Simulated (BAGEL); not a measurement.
**AlBH4O (SMILES B[O][AlH2]): HF/STO-3G (density fitting with qzvpp-jkfit)**

What is the vertical singlet–triplet gap of AlBH4O at HF/STO-3G (density fitting with qzvpp-jkfit)? 

Program for the calculation: BAGEL 1.2.2.

4 further runs of the same task are left out: 3 that didn't finish, 1 set aside as unsound or not needed. Runs told in other sessions of the task aren't counted.

## 1. The system as given

The species is AlBH4O (7 atoms), meant as a singlet with charge 0. As SMILES, `B[O][AlH2]`. Geometry: a GFN2-xTB relaxation, a rough one for these elements and not checked as a minimum.

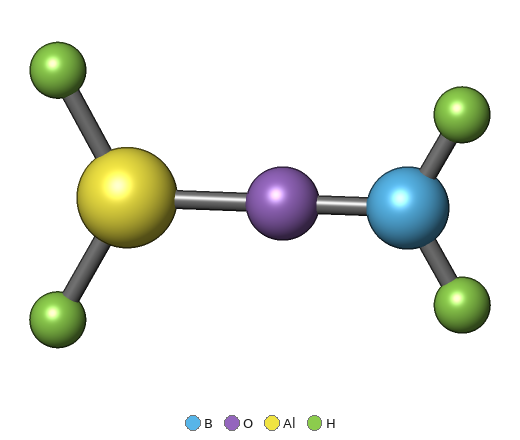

The structure, seen from a chosen angle (boron blue, oxygen purple, aluminium yellow, hydrogen green).

## 2. The energy at HF/STO-3G (density fitting with qzvpp-jkfit)

File job.json:

```json
{ "bagel": [

{
  "title": "molecule",
  "basis": "sto-3g",
  "df_basis": "qzvpp-jkfit",
  "angstrom": "true",
  "geometry": [
    { "atom": "B", "xyz": [      -1.239790,       0.460500,      -0.755050 ] },
    { "atom": "O", "xyz": [      -0.151010,       0.055000,      -0.092790 ] },
    { "atom": "Al", "xyz": [       1.203290,      -0.447170,       0.732080 ] },
    { "atom": "H", "xyz": [      -1.722060,      -0.243360,      -1.565440 ] },
    { "atom": "H", "xyz": [      -1.702020,       1.516540,      -0.519180 ] },
    { "atom": "H", "xyz": [       1.819640,       0.486770,       1.781480 ] },
    { "atom": "H", "xyz": [       1.791950,      -1.828280,       0.418900 ] }
  ]
},

{ "title": "hf" },

{ "title": "print", "file": "orbitals.molden", "orbitals": "true" }

]}
```

On the command line:

```sh
$ BAGEL_NUM_THREADS=1 BAGEL job.json > job.out
```

What it wrote:

```text
* using 1 threads per process

  ===============================================================
  ===============================================================

  *** Geometry ***

  { "atom" : "B", "xyz" : [     -2.342864,      0.870219,     -1.426838 ] },
  { "atom" : "O", "xyz" : [     -0.285368,      0.103935,     -0.175348 ] },
  { "atom" : "Al", "xyz" : [      2.273889,     -0.845029,      1.383431 ] },
  { "atom" : "H", "xyz" : [     -3.254222,     -0.459884,     -2.958253 ] },
  { "atom" : "H", "xyz" : [     -3.216352,      2.865845,     -0.981108 ] },
  { "atom" : "H", "xyz" : [      3.438621,      0.919862,      3.366509 ] },
  { "atom" : "H", "xyz" : [      3.386295,     -3.454948,      0.791606 ] },

  Number of auxiliary basis functions:      352

  Since a DF basis is specified, we compute 2- and 3-index integrals:
    o Being stored without compression. Storage requirement is 0.001 GB

  Number of basis functions:       23
  Number of electrons      :       30

    * METHOD: MOLECULE                             0.08

  *** RHF ***

  === Nuclear Repulsion ===
    86.7543109197

      * DIIS with orbital gradients will be used.

  === RHF iteration (sto-3g) ===
      0       -339.56411963          0.01962641           0.01
      1       -339.62421819          0.00747344           0.01
      2       -339.63245166          0.00147396           0.01
      3       -339.63293307          0.00013209           0.01
      4       -339.63293824          0.00004003           0.01
      5       -339.63293879          0.00001058           0.01
      6       -339.63293883          0.00000136           0.01
      7       -339.63293883          0.00000017           0.01
      8       -339.63293883          0.00000005           0.01
      9       -339.63293883          0.00000001           0.01
     10       -339.63293883          0.00000000           0.01
    * SCF iteration converged.

    * Permanent dipole moment:
           (   -0.635649,     0.236045,    -0.385168) a.u.

    * METHOD: HF                                   0.12

    * METHOD: PRINT                                0.00

  ===============================================================
```

Run time: 0.32 s. Hardware: 1 thread of Arm Neoverse V1, shared host.

## 3. The triplet at the same level

File job.json:

```json
{ "bagel" : [

{
  "title" : "molecule",
  "basis" : "sto-3g",
  "df_basis" : "qzvpp-jkfit",
  "angstrom" : true,
  "geometry" : [
    { "atom" : "B", "xyz" : [      -1.239790,       0.460500,      -0.755050 ] },
    { "atom" : "O", "xyz" : [      -0.151010,       0.055000,      -0.092790 ] },
    { "atom" : "Al", "xyz" : [       1.203290,      -0.447170,       0.732080 ] },
    { "atom" : "H", "xyz" : [      -1.722060,      -0.243360,      -1.565440 ] },
    { "atom" : "H", "xyz" : [      -1.702020,       1.516540,      -0.519180 ] },
    { "atom" : "H", "xyz" : [       1.819640,       0.486770,       1.781480 ] },
    { "atom" : "H", "xyz" : [       1.791950,      -1.828280,       0.418900 ] }
  ]
},

{ "title" : "uhf", "nopen" : 2 },

{ "title" : "print", "file" : "orbitals.molden", "orbitals" : true }

]}
```

On the command line:

```sh
$ BAGEL_NUM_THREADS=1 BAGEL job.json > job.out
```

What it wrote:

```text
* using 1 threads per process

  ===============================================================
  ===============================================================

  *** Geometry ***

  { "atom" : "B", "xyz" : [     -2.342864,      0.870219,     -1.426838 ] },
  { "atom" : "O", "xyz" : [     -0.285368,      0.103935,     -0.175348 ] },
  { "atom" : "Al", "xyz" : [      2.273889,     -0.845029,      1.383431 ] },
  { "atom" : "H", "xyz" : [     -3.254222,     -0.459884,     -2.958253 ] },
  { "atom" : "H", "xyz" : [     -3.216352,      2.865845,     -0.981108 ] },
  { "atom" : "H", "xyz" : [      3.438621,      0.919862,      3.366509 ] },
  { "atom" : "H", "xyz" : [      3.386295,     -3.454948,      0.791606 ] },

  Number of auxiliary basis functions:      352

  Since a DF basis is specified, we compute 2- and 3-index integrals:
    o Being stored without compression. Storage requirement is 0.001 GB

  Number of basis functions:       23
  Number of electrons      :       30

    * METHOD: MOLECULE                             0.08

  *** Open-shell HF ***

  === Nuclear Repulsion ===
    86.7543109197

      * DIIS with orbital gradients will be used.

  === UHF iteration (sto-3g) ===
      0       -339.27042133          0.04133103           0.01
      1       -339.38901859          0.02632308           0.01
      2       -339.42931449          0.01141683           0.01
      3       -339.44019395          0.00607484           0.01
      4       -339.44738905          0.00222551           0.01
      5       -339.44855409          0.00094330           0.01
      6       -339.44887933          0.00017173           0.01
      7       -339.44890690          0.00006606           0.01
      8       -339.44891482          0.00002109           0.01
      9       -339.44891562          0.00000589           0.01
     10       -339.44891565          0.00000157           0.01
     11       -339.44891565          0.00000101           0.01
     12       -339.44891565          0.00000040           0.01
     13       -339.44891565          0.00000007           0.01
     14       -339.44891565          0.00000004           0.01
     15       -339.44891565          0.00000003           0.01
     16       -339.44891565          0.00000002           0.01
     17       -339.44891565          0.00000002           0.01
     18       -339.44891565          0.00000001           0.01
     19       -339.44891565          0.00000000           0.01
    * SCF iteration converged.

    * S^2 (UHF) is 2.0064

    * Permanent dipole moment:
           (   -1.746067,     0.649142,    -1.060872) a.u.

    * METHOD: UHF                                  0.27

    * METHOD: PRINT                                0.00

  ===============================================================
```

Run time: 0.48 s. Hardware: 1 thread of Arm Neoverse V1, shared host.

## 4. What came out

Level: HF/STO-3G (density fitting with qzvpp-jkfit).

| quantity | value |
| --- | --- |
| singlet: total energy | -339.63294 Eh |
| singlet: dipole moment | 1.98 D |
| singlet: HOMO energy | -7.92 eV |
| singlet: LUMO energy | 7.74 eV |
| singlet: HOMO–LUMO gap | 15.66 eV |
| triplet: total energy | -339.44892 Eh |
| triplet: dipole moment | 5.45 D |
| triplet: ⟨S²⟩ | 2.006 |
| vertical energy of the triplet above the singlet | 5.008 eV |

In words: At this shape the triplet lies 5.01 eV (115 kcal/mol) above the singlet. In a minimal basis such a difference can be off by several eV, whatever the method.
